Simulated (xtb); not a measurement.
# Energy and gradient calculation, with input and output: CH₂BF₂NSi

System: CH₂BF₂NSi, SMILES F[Si]1(F)BN=C1.
Method: GFN0-xTB (xtb 6.7.1).

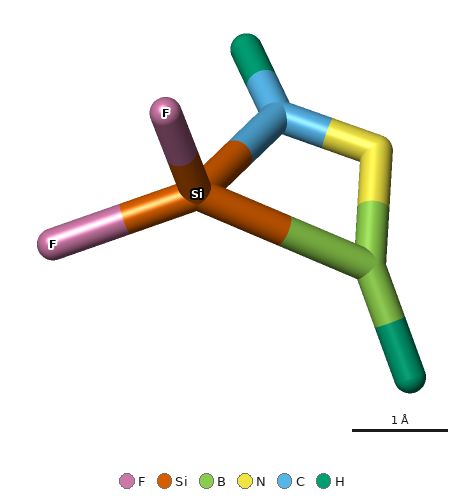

**Figure 1.** The structure as given in the input (stick view, seen at a tilt).

Input (coord)
```
$coord angs
     0.6274660    -0.0819520     2.2403920  F
     0.7312370    -0.2900890     0.6383410  Si
     2.1266910    -0.2906280     0.6281420  F
    -0.6730450    -0.9378950    -0.7513610  B
    -0.4986380     0.3671340    -1.2933100  N
    -0.0789120     0.9803140    -0.4754900  C
    -1.5297630    -1.8276200    -0.6975190  H
    -0.1894620     2.0948810    -0.4428990  H
$end
```

Hardware: 1 thread of Intel Xeon @ 2.90GHz (Ice Lake), 16 GiB of memory available, shared host.

Run as:
```bash
xtb coord --cma --grad --gfn0 > run.log 2> xtb.err
```

What the program printed
```
* xtb version 6.7.1
   ID    Z sym.   atoms
    1    9 F      1, 3
    2   14 Si     2
    3    5 B      4
    4    7 N      5
    5    6 C      6
    6    1 H      7, 8

           -------------------------------------------------
          |                Calculation Setup                |
           -------------------------------------------------

          program call               : xtb coord --cma --grad --gfn0
          coordinate file            : coord
          omp threads                :                     1

molecular fragmentation (1/2 indicates fragments):
11111122
# atoms in fragment 1/2:     6     2
 fragment masses (1/2) :      102.91        2.02
CMA distance (Bohr)    :   3.268
constraining FC (au)   :  0.0500
########################################################################
[WARNING] Please study the warnings concerning your input carefully
-1- prog_main_parseArguments: The use of '--gfn0' is discouraged, please use '--gfn 0' next time
########################################################################

           -------------------------------------------------
          |                 G F N 0 - x T B                 |
           -------------------------------------------------

      * Hamiltonian:
        H0-scaling (s, p, d)           2.000000    2.486800    2.270000
        zeta-weighting                 1.000000
      * Dispersion:
        s8                             2.850000
        a1                             0.800000
        a2                             4.600000
        s9                             0.000000
      * Repulsion:
        kExp                           1.500000
        rExp                           1.000000
      * Coulomb:
        alpha                          0.000000
        third order                    atomic
        anisotropic                    false
      * Polar bond correction:
        rad-shift                      0.053700
        strength                      -0.012900
        en-exp                         3.484700
        en-scale                       0.509700

          ...................................................
          :                      SETUP                      :
          :.................................................:
          :  # basis functions                  34          :
          :  # atomic orbitals                  33          :
          :  # shells                           17          :
          :  # electrons                        32          :
          :  electronic temp.          300.0000000     K    :
          :  accuracy                    1.0000000          :
          :  -> integral cutoff          0.2500000E+02      :
          :  -> integral neglect         0.1000000E-07      :
          ...................................................
  Checking positiv definite overlap ...  done.

         #    Occupation            Energy/Eh            Energy/eV
      -------------------------------------------------------------
         1        2.0000           -0.8547726             -23.2595
       ...           ...                  ...                  ...
        10        2.0000           -0.4546531             -12.3717
        11        2.0000           -0.4522325             -12.3059
        12        2.0000           -0.4502044             -12.2507
        13        2.0000           -0.4427948             -12.0491
        14        2.0000           -0.4353049             -11.8452
        15        2.0000           -0.3805436             -10.3551
        16        2.0000           -0.3659940              -9.9592 (HOMO)
        17                         -0.2734677              -7.4414 (LUMO)
        18                         -0.2473084              -6.7296
        19                         -0.2124254              -5.7804
        20                         -0.1602797              -4.3614
        21                         -0.1231094              -3.3500
       ...                                ...                  ...
        33                          1.1838226              32.2135
      -------------------------------------------------------------
                  HL-Gap            0.0925263 Eh            2.5178 eV
             Fermi-level            0.0000000 Eh            0.0000 eV

 EHT (total)                   0 d,  0 h,  0 min,  0.002 sec
 EHT setup                      ...        0 min,  0.000 sec (  3.440%)
 Coordination number            ...        0 min,  0.000 sec (  1.298%)
 EEQ model density              ...        0 min,  0.000 sec (  1.251%)
 D4 Dispersion                  ...        0 min,  0.000 sec (  4.652%)
 Integral evaluation            ...        0 min,  0.000 sec ( 27.515%)
 Cholesky factorization         ...        0 min,  0.000 sec (  1.845%)
 Zeroth order Hamiltonian       ...        0 min,  0.000 sec ( 12.686%)
 Gradient calculation           ...        0 min,  0.001 sec ( 42.175%)

         :::::::::::::::::::::::::::::::::::::::::::::::::::::
         ::                     SUMMARY                     ::
         :::::::::::::::::::::::::::::::::::::::::::::::::::::
         :: total energy             -16.844022990645 Eh    ::
         :: gradient norm              0.664795773686 Eh/a0 ::
         :: HOMO-LUMO gap              2.517767926945 eV    ::
         ::.................................................::
         :: H0 energy                -16.995981335384 Eh    ::
         :: repulsion energy           0.312407145586 Eh    ::
         :: electrostat energy        -0.143593356446 Eh    ::
         :: -> Gsolv                   0.000000000000 Eh    ::
         ::    -> Gsasa                0.000000000000 Eh    ::
         ::    -> Gshift               0.000000000000 Eh    ::
         :: dispersion energy         -0.002080270060 Eh    ::
         :: short-range corr.         -0.014775174341 Eh    ::
         :: add. restraining           0.000000000000 Eh    ::
         :: total charge              -0.000000000000 e     ::
         :::::::::::::::::::::::::::::::::::::::::::::::::::::

           -------------------------------------------------
          |                Property Printout                |
           -------------------------------------------------

    * Orbital Energies and Occupations

         #    Occupation            Energy/Eh            Energy/eV
      -------------------------------------------------------------
         1        2.0000           -0.8547726             -23.2595
       ...           ...                  ...                  ...
         4        2.0000           -0.5921237             -16.1125
         5        2.0000           -0.5469191             -14.8824
         6        2.0000           -0.5267666             -14.3340
         7        2.0000           -0.5078611             -13.8196
         8        2.0000           -0.4974912             -13.5374
         9        2.0000           -0.4648914             -12.6503
        10        2.0000           -0.4546531             -12.3717
        11        2.0000           -0.4522325             -12.3059
        12        2.0000           -0.4502044             -12.2507
        13        2.0000           -0.4427948             -12.0491
        14        2.0000           -0.4353049             -11.8452
        15        2.0000           -0.3805436             -10.3551
        16        2.0000           -0.3659940              -9.9592 (HOMO)
        17                         -0.2734677              -7.4414 (LUMO)
        18                         -0.2473084              -6.7296
        19                         -0.2124254              -5.7804
        20                         -0.1602797              -4.3614
        21                         -0.1231094              -3.3500
        22                         -0.1002260              -2.7273
        23                         -0.0881903              -2.3998
        24                         -0.0398213              -1.0836
        25                          0.0037158               0.1011
        26                          0.0625488               1.7020
        27                          0.2238528               6.0913
       ...                                ...                  ...
        33                          1.1838226              32.2135
      -------------------------------------------------------------
                  HL-Gap            0.0925263 Eh            2.5178 eV
             Fermi-level            0.0000000 Eh            0.0000 eV

     #   Z          covCN         q      C6AA      α(0)
     1   9 F        0.706    -0.261    11.947     3.983
     2  14 Si       3.520     0.688   133.276    21.514
     3   9 F        0.707    -0.287    12.229     4.029
     4   5 B        3.088    -0.030    37.363     9.949
     5   7 N        2.089    -0.499    33.449     8.620
     6   6 C        3.162     0.114    26.566     8.402
     7   1 H        0.903     0.142     1.452     1.885
     8   1 H        0.920     0.133     1.510     1.922

 Mol. C6AA /au·bohr⁶  :       1405.680380
 Mol. C8AA /au·bohr⁸  :      50940.379464
 Mol. α(0) /au        :         60.304420

Wiberg/Mayer (AO) data.
largest (>0.10) Wiberg bond orders for each atom

 ---------------------------------------------------------------------------
     #   Z sym  total        # sym  WBO       # sym  WBO       # sym  WBO
 ---------------------------------------------------------------------------
     1   9 F    1.031 --     2 Si   0.973
     2  14 Si   4.124 --     3 F    1.303     1 F    0.973     4 B    0.892
                             6 C    0.836
     3   9 F    1.374 --     2 Si   1.303
     4   5 B    2.837 --     2 Si   0.892     5 N    0.888     7 H    0.868
                             6 C    0.106
     5   7 N    2.909 --     6 C    1.917     4 B    0.888
     6   6 C    3.826 --     5 N    1.917     8 H    0.925     2 Si   0.836
                             4 B    0.106
     7   1 H    0.904 --     4 B    0.868
     8   1 H    1.020 --     6 C    0.925
 ---------------------------------------------------------------------------

Topologies differ in total number of bonds
Writing topology from bond orders to xtbtopo.mol

 dipole moment from electron density (au)
     X       Y       Z
   0.4483   0.3830   0.6632  total (Debye):    2.256

           -------------------------------------------------
          | TOTAL ENERGY              -16.844022990645 Eh   |
          | GRADIENT NORM               0.664795773686 Eh/α |
          | HOMO-LUMO GAP               2.517767926945 eV   |
           -------------------------------------------------

------------------------------------------------------------------------
------------------------------------------------------------------------
 total:
 *  cpu-time:     0 d,  0 h,  0 min,  0.010 sec
 * ratio c/w:     0.997 speedup
 SCF:
 *  cpu-time:     0 d,  0 h,  0 min,  0.002 sec
 * ratio c/w:     1.000 speedup
```

Standard error
```
normal termination of xtb
```

Summary

```csv
quantity,value
outcome,converged
electrons treated,32
total energy,−16.844023 hartree
dispersion energy,−0.002080 hartree
basis functions,34
largest force,18.903 eV/Å
HOMO,−9.96 eV
LUMO,−7.44 eV
dipole moment,2.26 D
peak memory,0.071 GiB
```
